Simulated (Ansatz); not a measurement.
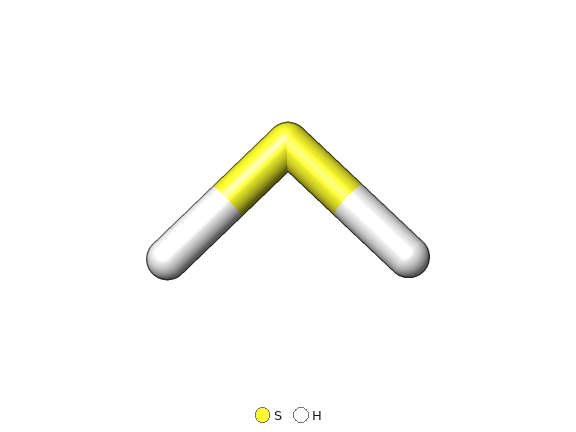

Stick drawing of a structure. Every bond is drawn as one stick, whatever its order.

Computed geometry: PBE0-D4/def2-TZVP optimisation.

Question: Count the atoms of each element.

Answer: H₂S, 3 atoms: 2 hydrogen and 1 sulfur.

Question: How many bonds of each kind are drawn?

Answer: 2 S–H. Sticks follow a distance rule.

The parts below concern this one geometry. Atoms keep their numbers from picture to picture.

### Symmetry

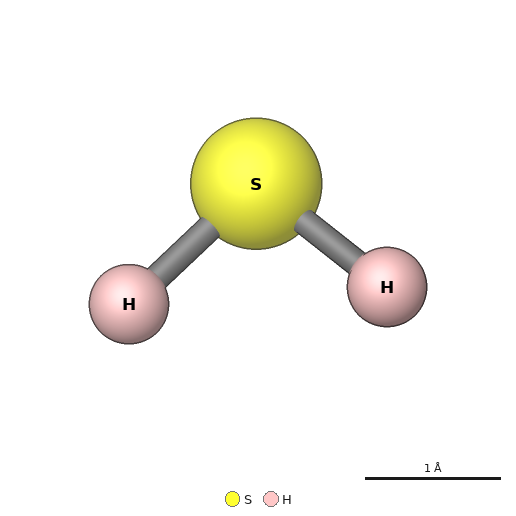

Depth is shown by fading: the farther an atom, the more it takes the colour of the background. Masses are those of the most abundant isotopes; constants are for the rigid equilibrium geometry.

Question: What kind of rotor is it, and what are its rotational constants in cm⁻¹?

Answer: An asymmetric top (C2v): A = 10.3, B = 8.94, C = 4.78 cm⁻¹. Ray's parameter κ is 0.51, nearer the oblate limit.

### Dipole moment

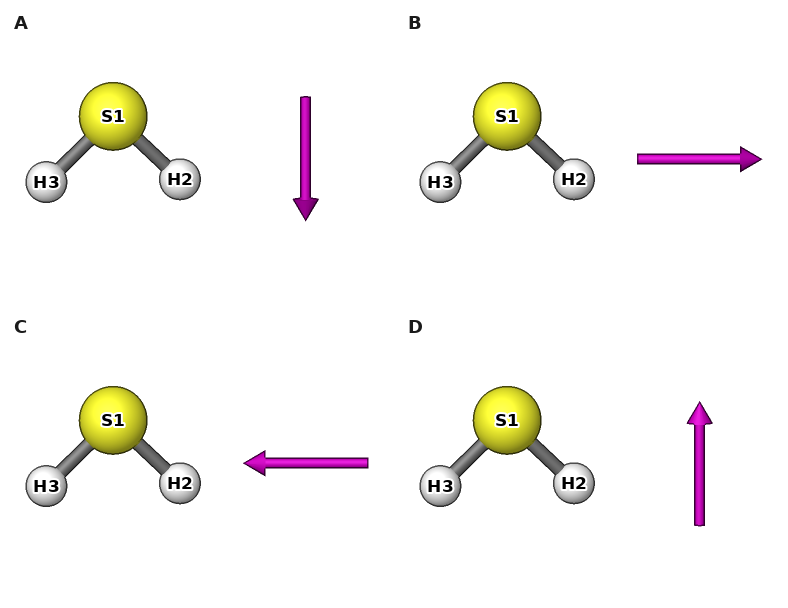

The same molecule four times, each with an arrow. Level of theory: RKS PBE0-D4/def2-TZVP (Ansatz 0.2.0).

Question: Which arrow points along the dipole moment, from the negative to the positive end?

Answer: A. The dipole moment is 1.16 D; it points from the side of S1 to the side of H2, H3 (the outermost atoms at the two ends).

### Electronic properties

Properties computed with RKS PBE0-D4/def2-TZVPP (Ansatz 0.2.0).

Predict the main results.

- HOMO energy (Kohn–Sham orbital): −7.49 eV
- LUMO energy (Kohn–Sham orbital): 0.60 eV
- HOMO–LUMO gap: 8.09 eV

### Charges

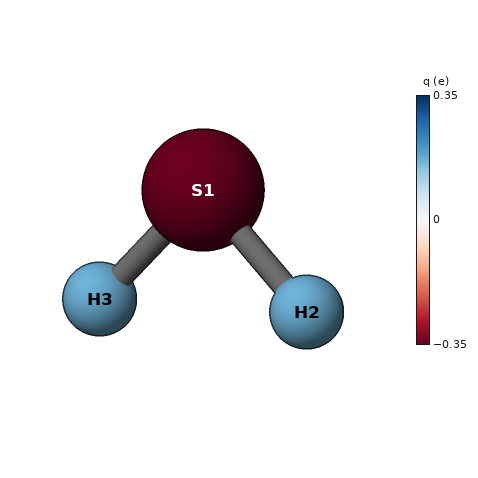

Atoms are coloured by their Mulliken charges. Properties computed with RKS PBE0-D4/def2-TZVP (Ansatz 0.2.0).

Give the Mulliken charges atom by atom.

```
atom  value (e)
  S1      −0.35
  H2       0.17
  H3       0.17
```

Mulliken values depend strongly on the basis set and can even reverse the polarity of a bond.
